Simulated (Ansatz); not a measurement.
The coordinates of a crystal:

```
Pt
1.0
     2.80729    0.00000    0.00000
    -1.40365    2.43119    0.00000
     0.00000    0.00000   24.16858
Pt
5
Direct
  0.66667 0.33333 0.31032
  0.33333 0.66667 0.40516
  0.00000 0.00000 0.50000
  0.66667 0.33333 0.59484
  0.33333 0.66667 0.68968
```

Question: What does this file describe?

Answer: The element is platinum. The cell holds five atoms. Pt takes three kinds of site: 2d with nine Pt at 2.81 Å; 2d with twelve Pt in a cuboctahedral arrangement at 2.81 Å; 1b with twelve Pt in a cuboctahedral arrangement at 2.81 Å. The bonds build Pt layers parallel to (001).

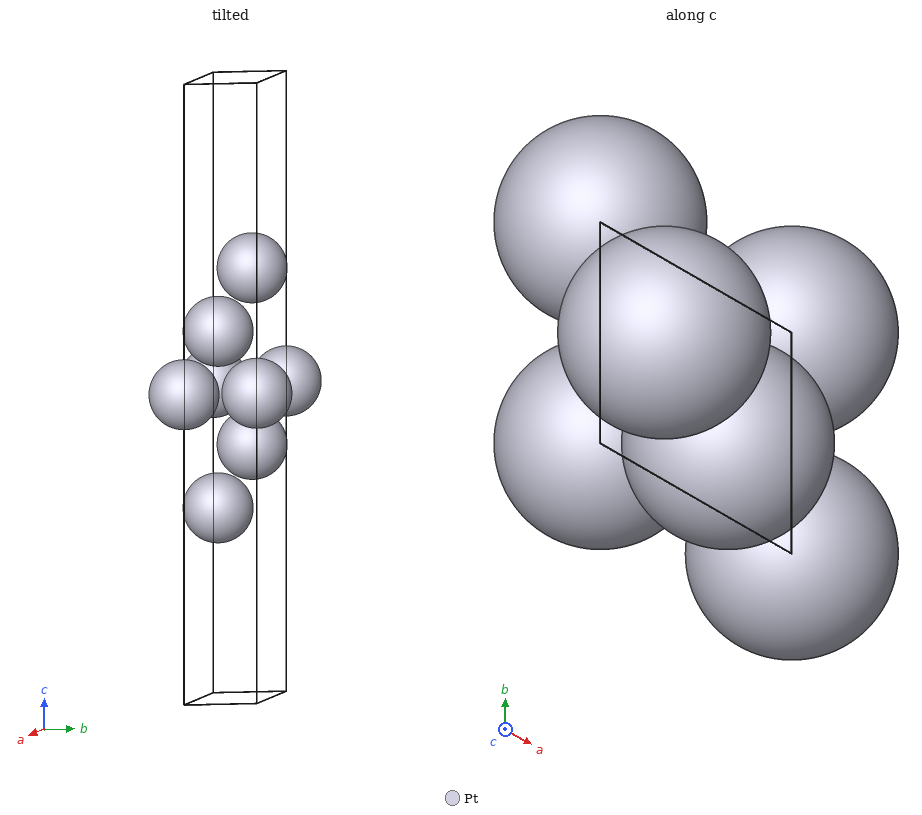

The crystal in a space-filling representation, seen slightly off an axis and along the c axis. Thin lines show the simulation cell, with boundary atoms drawn in all their periodic places.

The model was built from the standard structure of this element; a slab was cut from it. Earlier steps of the study may have refined or changed the cell and positions. It went into a calculation with Ansatz.
